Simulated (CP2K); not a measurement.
# C3HFO (SMILES O=CC#CF) at 3 levels

Wanted: a comparison of 3 runs (GFN2-xTB, PM6, GFN1-xTB) of C3HFO. 

The results are computed with CP2K 2026.2.

3 further runs of the same task are left out: 1 that didn't finish, 2 set aside as unsound or not needed.

## (1) The structure to begin with

C3HFO has 6 atoms, charge 0, and is taken as a singlet. As SMILES, `O=CC#CF`. The coordinates come from a GFN2-xTB relaxation.

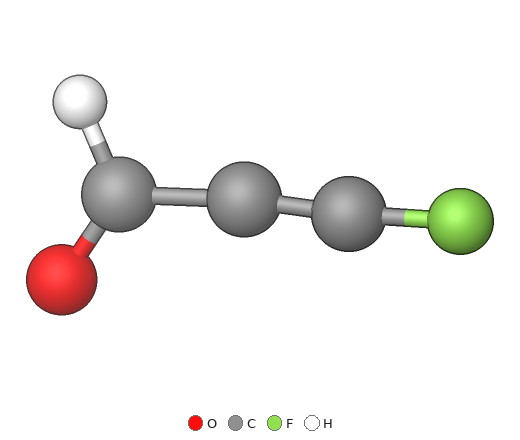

The structure, seen from a chosen angle (oxygen red, carbon grey, fluorine green, hydrogen white).

## (2) A single-point energy at GFN2-xTB (run 1)

Contents of mol.inp:

```
&FORCE_EVAL
   METHOD QS
   &DFT
      CHARGE 0
      MULTIPLICITY 1
      &QS
         METHOD XTB
         EPS_DEFAULT 1.0E-10
         &XTB
            GFN_TYPE TBLITE
            &TBLITE
               METHOD GFN2
            &END TBLITE
            CHECK_ATOMIC_CHARGES F
         &END XTB
      &END QS
      &POISSON
         PERIODIC NONE
         POISSON_SOLVER ANALYTIC
      &END POISSON
      &SCF
         SCF_GUESS ATOMIC
         EPS_SCF 1.0E-07
         MAX_SCF 150
         ADDED_MOS 8
         MAX_DIIS 8
         &DIAGONALIZATION
            ALGORITHM STANDARD
         &END DIAGONALIZATION
         &MIXING
            METHOD DIRECT_P_MIXING
            ALPHA 0.4
         &END MIXING
      &END SCF
      ! extra output
      &PRINT
         &MOMENTS
            PERIODIC F
            REFERENCE COM
            MAX_MOMENT 1
         &END MOMENTS
         &MO ON
            ENERGIES T
            OCCUPATION_NUMBERS T
            NDIGITS 6
            &EACH
               QS_SCF 0
            &END EACH
            ADD_LAST NUMERIC
         &END MO
         &HIRSHFELD OFF
         &END HIRSHFELD
      &END PRINT
   &END DFT
   &SUBSYS
      &CELL
         ABC [angstrom] 13.2 14.7 16.3
         PERIODIC NONE
      &END CELL
      &COORD
         O      0.560230    -1.518670     1.269350
         C     -0.011080    -0.492310     1.031790
         C     -0.022030     0.162490    -0.242310
         C      0.032730     0.620230    -1.351560
         F      0.037860     1.173880    -2.500670
         H     -0.597700     0.054370     1.793400
      &END COORD
      &TOPOLOGY
         &CENTER_COORDINATES
         &END CENTER_COORDINATES
      &END TOPOLOGY
   &END SUBSYS
&END FORCE_EVAL
&GLOBAL
   PROJECT_NAME mol
   RUN_TYPE ENERGY
   PRINT_LEVEL LOW
&END GLOBAL
```

Launch:

```console
$ OMP_NUM_THREADS=1 cp2k.psmp -i mol.inp > mol.out 2>&1
```

The program printed:

```text
CP2K| version string:                                       CP2K version 2026.2
[...]
 GLOBAL| Method name                                                        CP2K
[...]
 GLOBAL| Run type                                                         ENERGY
[...]
                             - Atoms:                                          6
[...]
                             - Spherical basis functions:                     21
[...]
 Number of electrons:                                                         26
[...]
  *** SCF run converged in    15 steps ***
[...]
  Fermi energy:                                                -0.34265698739600
[...]
 TB_DIPOLE| Moment [Debye]         -0.91959803       1.45325177       0.01891352
 TB_DIPOLE| Derivative [a.u.]       0.00000000       0.00000000       0.00000000
[...]
 ENERGY| Total FORCE_EVAL ( QS ) energy [hartree]            -15.615546605373911
[...]
```

Run time: 1.3 s. Hardware: 1 thread of Intel Xeon Platinum 8259CL at 2.50GHz (Skylake/Cascade Lake), shared host; peak memory 0.19 GiB.

## (3) Energy and forces at PM6 (run 2)

Contents of molecule.inp:

```
&FORCE_EVAL
  METHOD QS
  &DFT
    &QS
      METHOD PM6
      EPS_DEFAULT 1.0E-10
      &SE
        &COULOMB
          CUTOFF [angstrom] 50
          RC_RANGE [angstrom] 0
        &END COULOMB
        &EXCHANGE
          CUTOFF [angstrom] 50
          RC_RANGE [angstrom] 0
        &END EXCHANGE
      &END SE
    &END QS
    ! isolated system
    &POISSON
      PERIODIC NONE
      POISSON_SOLVER ANALYTIC
    &END POISSON
    &SCF
      SCF_GUESS ATOMIC
      EPS_SCF 1.0E-06
      MAX_SCF 50
      &OT
        MINIMIZER DIIS
        PRECONDITIONER FULL_SINGLE_INVERSE
      &END OT
      &OUTER_SCF
        EPS_SCF 1.0E-06
        MAX_SCF 5
      &END OUTER_SCF
    &END SCF
    ! extra output
    &PRINT
      &MOMENTS
        PERIODIC F
        REFERENCE COM
        MAX_MOMENT 1
      &END MOMENTS
      &MO_CUBES
        NLUMO 3
        NHOMO -1
        WRITE_CUBE F
      &END MO_CUBES
      &HIRSHFELD OFF
      &END HIRSHFELD
    &END PRINT
  &END DFT
  ! structure
  &SUBSYS
    &CELL
      ABC 17.2 18.7 20.3
      PERIODIC NONE
    &END CELL
    &COORD
      UNIT bohr
      O      1.0586813    -2.8698704     2.3987239
      C     -0.0209382    -0.9303311     1.9498005
      C     -0.0416307     0.3070616    -0.4578995
      C      0.0618507     1.1720648    -2.5540782
      F      0.0715450     2.2183117    -4.7255814
      H     -1.1294893     0.1027444     3.3890348
    &END COORD
    &TOPOLOGY
      &CENTER_COORDINATES
      &END CENTER_COORDINATES
    &END TOPOLOGY
  &END SUBSYS
  ! extra output
  &PRINT
    &FORCES ON
    &END FORCES
  &END PRINT
&END FORCE_EVAL

&GLOBAL
  PROJECT molecule
  RUN_TYPE ENERGY_FORCE
  PRINT_LEVEL MEDIUM
&END GLOBAL
```

Launch:

```console
$ OMP_NUM_THREADS=1 cp2k.psmp molecule.inp > molecule.out
```

The program printed:

```text
CP2K| version string:                                       CP2K version 2026.2
[...]
 GLOBAL| Method name                                                        CP2K
[...]
 GLOBAL| Run type                                                   ENERGY_FORCE
[...]
                             - Atoms:                                          6
[...]
                             - Spherical basis functions:                     21
[...]
 Number of electrons:                                                         26
[...]
     1 OT DIIS     0.80E-01    0.0     0.38841106       -36.7126947067 -3.67E+01
[...]
    16 OT DIIS     0.80E-01    0.0     0.00000075       -41.9190144839 -1.13E-10
  *** SCF run converged in    16 steps ***
  Core-core repulsion energy [eV]:                           1580.51182412158914
  Core Hamiltonian energy [eV]:                             -1874.71189715319497
  Two-electron integral energy [eV]:                        -1692.94864195585524
  Electronic energy [eV]:                                   -2721.18621813112259
  Total energy [eV]:                                        -1140.67439400953344
  Atomic reference energy [eV]:                              1140.02920028303356
  Heat of formation [kcal/mol]:                               -14.87852196961418
[...]
 SE_DIPOLE| Moment [Debye]          1.26026638      -2.29182565       0.60723298
 SE_DIPOLE| Derivative [a.u.]       0.00000000       0.00000000       0.00000000
 *** WARNING in qs_scf_post_se.F:140 :: Printing of MO cube files not ***
 *** implemented for Semi-Empirical method.                           ***
 ENERGY| Total FORCE_EVAL ( QS ) energy [hartree]            -41.919014483924968
[...]
```

It took 2 s on 1 thread of Intel Xeon Platinum 8259CL at 2.50GHz (Skylake/Cascade Lake), shared host; peak memory 0.19 GiB.

## (4) Energy and gradient at GFN1-xTB (run 3)

Contents of run.inp:

```
&GLOBAL
   PROJECT_NAME run
   RUN_TYPE ENERGY_FORCE
   PRINT_LEVEL MEDIUM
&END

&FORCE_EVAL
   METHOD QUICKSTEP
   &DFT
      CHARGE 0
      MULTIPLICITY 1
      &QS
         METHOD XTB
         EPS_DEFAULT 1.0E-10
         &XTB
            GFN_TYPE 1
            CHECK_ATOMIC_CHARGES F
         &END
      &END
      ! cluster boundary conditions
      &POISSON
         PERIODIC NONE
         POISSON_SOLVER ANALYTIC
      &END
      &SCF
         SCF_GUESS ATOMIC
         EPS_SCF 1.0E-07
         MAX_SCF 150
         ADDED_MOS 4
         &DIAGONALIZATION
            ALGORITHM STANDARD
         &END
         &MIXING
            METHOD BROYDEN_MIXING
            ALPHA 0.2
            NBUFFER 8
         &END
         &SMEAR ON
            METHOD FERMI_DIRAC
            ELECTRONIC_TEMPERATURE [K] 300
         &END
      &END
      &PRINT
         &MOMENTS
            PERIODIC F
            REFERENCE COM
            MAX_MOMENT 1
         &END
         &MO ON
            ENERGIES T
            OCCUPATION_NUMBERS T
            NDIGITS 6
            &EACH
               QS_SCF 0
            &END
            ADD_LAST NUMERIC
         &END
         &HIRSHFELD OFF
         &END
      &END
   &END
   ! structure
   &SUBSYS
      &CELL
         ABC [angstrom] 11.2 12.7 14.3
         PERIODIC NONE
      &END
      &COORD
         UNIT bohr
         O      1.0586813    -2.8698704     2.3987239
         C     -0.0209382    -0.9303311     1.9498005
         C     -0.0416307     0.3070616    -0.4578995
         C      0.0618507     1.1720648    -2.5540782
         F      0.0715450     2.2183117    -4.7255814
         H     -1.1294893     0.1027444     3.3890348
      &END
      &TOPOLOGY
         &CENTER_COORDINATES
         &END
      &END
   &END
   ! extra output
   &PRINT
      &FORCES ON
      &END
   &END
&END
```

Launch:

```console
$ OMP_NUM_THREADS=1 cp2k.psmp -i run.inp > run.out 2>&1
```

The program printed:

```text
CP2K| version string:                                       CP2K version 2026.2
[...]
 GLOBAL| Method name                                                        CP2K
[...]
 GLOBAL| Run type                                                   ENERGY_FORCE
[...]
                             - Atoms:                                          6
[...]
                             - Spherical basis functions:                     22
[...]
 Number of electrons:                                                         26
[...]
     1 NoMix/Diag. 0.20E+00    0.0     1.21574324       -16.3638748248 -1.64E+01
[...]
    39 Broy./Diag. 0.20E+00    0.0     0.00000010       -16.6068661483 -1.24E-08
  *** SCF run converged in    39 steps ***
[...]
  Fermi energy:                                                -0.36530222078578
[...]
 TB_DIPOLE| Moment [Debye]         -1.29139963       2.18926075      -0.27014655
 TB_DIPOLE| Derivative [a.u.]       0.00000000       0.00000000       0.00000000
[...]
 ENERGY| Total FORCE_EVAL ( QS ) energy [hartree]            -16.606866153434957
 FORCES| Atomic forces [hartree/bohr]
 FORCES|   Atom     x               y               z               |f|
 FORCES|      1  2.44170053E-04  2.63133246E-04 -1.05985171E-03   1.11899230E-03
 FORCES|      2  3.42078278E-05 -4.01890684E-03  7.57266569E-03   8.57310026E-03
 FORCES|      3  7.47339793E-04  1.00853536E-03 -4.44704944E-03   4.62081259E-03
 FORCES|      4  2.28650815E-04  3.68736410E-03 -8.55312606E-03   9.31691475E-03
 FORCES|      5 -2.16471346E-04 -2.02541422E-03  5.14853826E-03   5.53684105E-03
 FORCES|      6 -1.03789714E-03  1.08528836E-03  1.33882325E-03   2.01184716E-03
 FORCES| Sum    -1.11672824E-16  2.74086309E-16 -5.92841748E-16
 FORCES| Total atomic force                                       6.62612604E-16
[...]
```

It took 1.3 s on 1 thread of Intel Xeon Platinum 8259CL at 2.50GHz (Skylake/Cascade Lake), shared host; peak memory 0.2 GiB.

## (5) The series

```
run     level      task  SCF convergence threshold  energy (Eh)  dipole moment (D)  HOMO energy (eV)  LUMO energy (eV)  wall time
  1  GFN2-xTB    energy                      1e-07   -15.615547               1.72            -11.79             -8.43      1.3 s
  2       PM6  gradient                      1e-06   -41.919014               2.69                 –                 –        2 s
  3  GFN1-xTB  gradient                      1e-07   -16.606866               2.56            -12.91             -9.04      1.3 s
```

## (6) What came out

| quantity | value |
| --- | --- |
| run 3: total energy | -16.60687 Eh |
| run 3: dipole moment (from atomic charges alone) | 2.56 D |
| run 3: HOMO energy | -12.91 eV |
| run 3: LUMO energy | -9.04 eV |
| run 3: HOMO–LUMO gap | 3.86 eV |
| run 3: dispersion energy | -3.62 kJ/mol |
| run 3: largest force on an atom | 0.479 eV/Å |

**Reading.** The dipole moment (its size) runs from 1.72 D (GFN2-xTB) to 2.69 D (PM6). Some of these are taken from atomic charges alone. Force-field and semi-empirical energies have zeros of their own, so their totals don't compare. All runs together took 4.6 s, the longest 2 s.
